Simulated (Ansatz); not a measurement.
## Electronic structure of C4H5ClSSi (SMILES [SiH3]c1sccc1Cl) in real space

The calculation's input:

```
crystal:
  periodic: [false, false, false]
  atoms:
    - {symbol: C, position_ang: [-0.199319, 2.138057, -0.112528]}
    - {symbol: C, position_ang: [-0.140512, 0.571664, -2.074679]}
    - {symbol: C, position_ang: [-1.062708, 0.183384, -1.135814]}
    - {symbol: C, position_ang: [-1.084668, 1.081909, -0.028173]}
    - {symbol: Cl, position_ang: [-2.149760, 0.864001, 1.331762]}
    - {symbol: S, position_ang: [0.685459, 2.014044, -1.606902]}
    - {symbol: Si, position_ang: [0.071505, 3.517041, 1.123623]}
    - {symbol: H, position_ang: [1.132366, 4.409129, 0.576503]}
    - {symbol: H, position_ang: [0.513365, 2.966753, 2.435069]}
    - {symbol: H, position_ang: [-1.180957, 4.298336, 1.320760]}
    - {symbol: H, position_ang: [0.095922, 0.082816, -3.018836]}
    - {symbol: H, position_ang: [-1.701386, -0.695742, -1.215136]}
basis:
  gaussian: {orbitals: def2-SVPD}
output: {forces: true, orbitals: {seedname: orbitals}}
hamiltonian: {xc: {name: PBE0}}
```

Launched as:

```sh
ansatz run input.yaml --threads 2 --pin off --max-ram 5220MiB --events-out events.jsonl --progress --plain --runs-dir runs
```

Geometry: B3LYP-D3(BJ)/def2-SVP.

Level of theory: isolated molecule in a Gaussian basis; Kohn-Sham density functional theory, functional PBE0 (Ansatz 0.2.0).

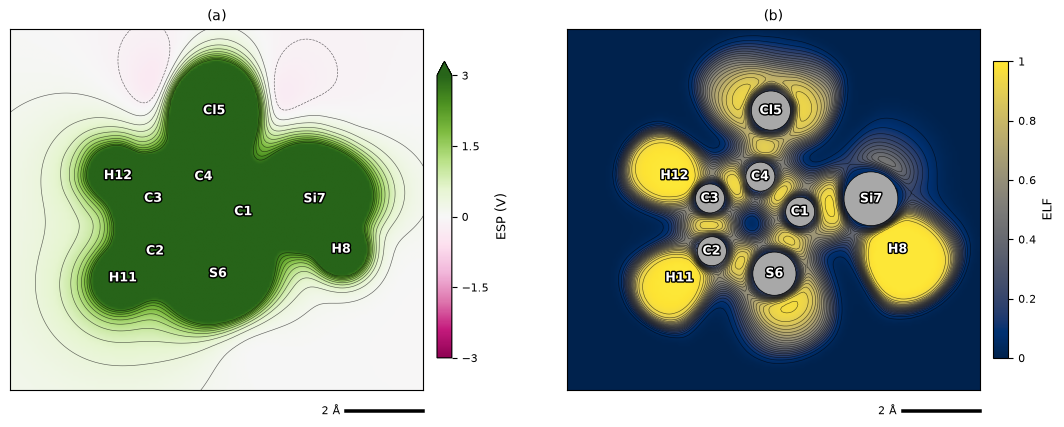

Figure 1. (a) molecular electrostatic potential; (b) electron localisation function on the plane of atoms C2, C3 and C4. Grey discs cover the atomic cores in the ELF map.

**Interpret the plot.**

The section cuts through C, Cl, S, Si and H sites. C–C (1.37 Å): the ELF peaks at about 0.95 between the atoms: a covalent bond. C–S (1.73 Å): the ELF peaks at about 0.90 between the atoms, as expected for localised, covalent bonding. C–Cl (1.74 Å): the ELF peaks at about 0.90 between the atoms; localised, covalent bonding. C–Si (1.87 Å): the ELF peaks at about 0.95 between the atoms, as expected for localised, covalent bonding. C–H (1.09 Å): the ELF climbs to about 1 towards the hydrogen, as it does in any bond to H (an ordinary covalent bond to hydrogen). The ELF also peaks beside S6 and Cl5, away from the bonds: lone-pair regions. Outside the dense part of the molecule the potential is most negative (−0.4 V) near Cl5.

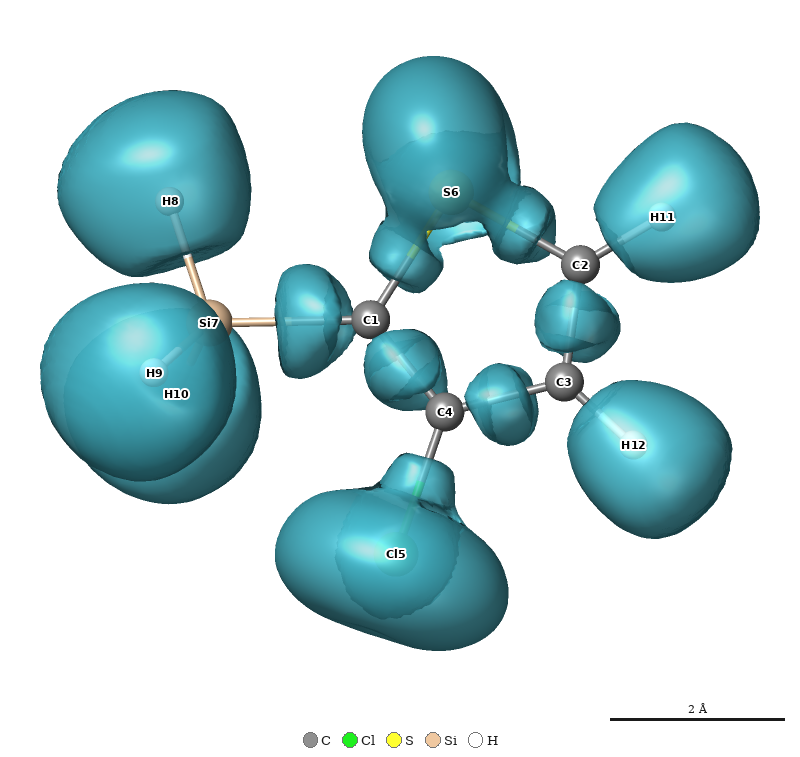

Figure 2. Isosurface of the electron localisation function at 0.75 (cyan), seen across its widest extent. Core shells and regions of very low density are left out.

**Where are the electrons localised?**

The ELF exceeds this value in three regions between bonded C–C atoms (shared pairs), one region between bonded C–Si atoms (shared pairs), five regions around hydrogen nuclei, one region on Cl in which the atom's valence shell and bonds are merged and one region on S in which the atom's valence shell and bonds are merged.

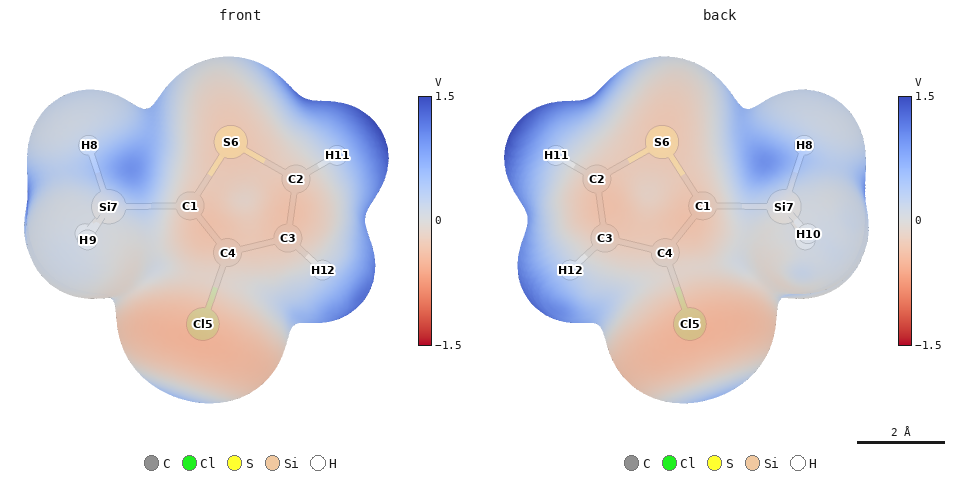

Figure 3. The electrostatic potential painted on the density surface at 0.002 e/bohr³, seen from the front and from behind; red is negative and blue positive.

**Where is the surface potential most negative and most positive?**

The most negative region (about −0.5 V) lies over Cl5, the most positive (about +1.4 V) over H11. Cl5 shows a σ-hole: about +0.5 V at the tip opposite its bond, against about −0.3 V on its flanks.

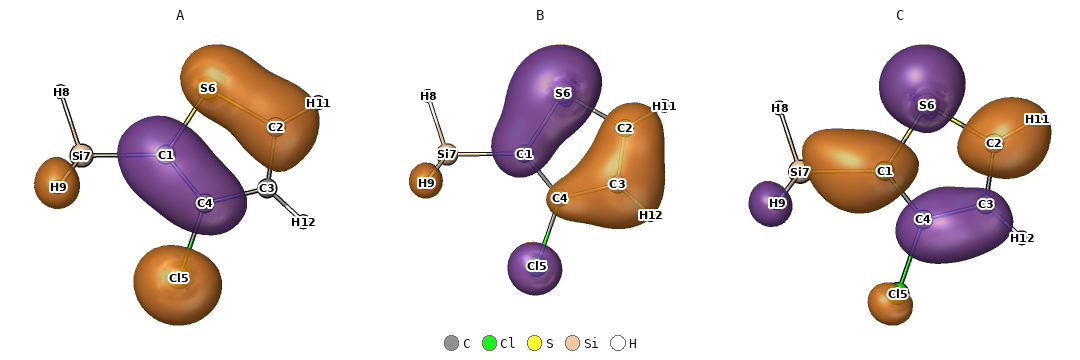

Figure 4. Three frontier orbitals at ±0.08 Å⁻³ᐟ² (orange and purple are the two phases), in no order.

**Which picture is the HOMO−1, the HOMO and the LUMO?**

B is the HOMO−1 (−7.57 eV). Its weight (Hirshfeld) is mainly on S6 (about 35 %), C3 (about 30 %), C2 (about 15 %), C1 (about 10 %) and C4 (about 5 %). A is the HOMO (−7.12 eV). It lies mainly on C1 (about 20 %), C4 (about 20 %), Cl5 (about 15 %), C2 (about 15 %) and S6 (about 15 %). C is the LUMO (−1.18 eV). Its weight (Hirshfeld) is mainly on S6 (about 20 %), C2 (about 20 %), C1 (about 20 %), C4 (about 15 %), C3 (about 10 %) and Si7 (about 5 %).

**What is the HOMO–LUMO gap?**

5.94 eV between the orbital energies.
